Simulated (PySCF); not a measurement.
# ErH7O7 ([Er(OH)7]4-): the cost of one run

Programs: PySCF 2.14.0, with routines of our own; each step states its level. All values are computed. Atoms count from 0.

## (1) The system as given

15 atoms, charge -4, states of the metal's open shell are computed; geometry from: model geometry, bond lengths from ionic radii.

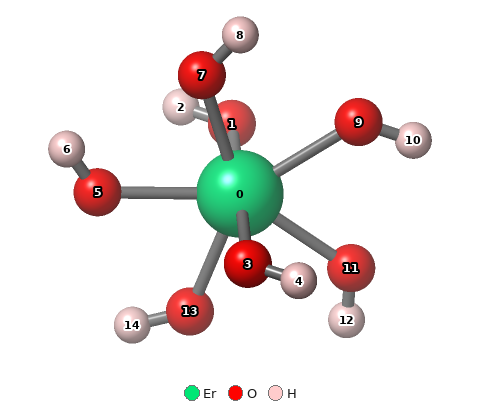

The starting geometry (erbium green, oxygen red, hydrogen pink); sticks join atoms by distance alone.

## (2) Ligand-field states: state-averaged CASSCF in water

Job settings and geometry (Å):

```
{"job": {"kind": "lf", "basis": {"metal": "x2c-TZVPall", "ligand": "x2c-SVPall"}, "nevpt": false, "solvent": "water"}, "charge": -4, "metal": "Er", "open_shell": "f11"}
Er     0.000000     0.000000     0.000000
O      0.000000     0.000000     2.320000
H      0.800000     0.000000     2.860000
O      0.000000     0.000000    -2.320000
H     -0.800000     0.000000    -2.860000
O      2.320000     0.000000     0.000000
H      2.860000     0.800000     0.000000
O      0.716919     2.206451     0.000000
H      0.122943     2.967235     0.000000
O     -1.876919     1.363662     0.000000
H     -2.784017     1.033852     0.000000
O     -1.876919    -1.363662     0.000000
H     -1.843560    -2.328279     0.000000
O      0.716919    -2.206451     0.000000
H      1.644634    -2.472808     0.000000
```

With the program's defaults for keys left out, this is: state-averaged CASSCF of the metal f shell, state-interaction spin-orbit coupling.

Run with:

```bash
OMP_NUM_THREADS=1 python lf_run.py task.json out
```

One launch serves the whole session: the jobs run in the order shown.

Q: Estimate the wall time and peak memory of this first job on 1 thread of Arm Neoverse V1, shared host.

About 54 s, with a peak of 0.74 GiB.
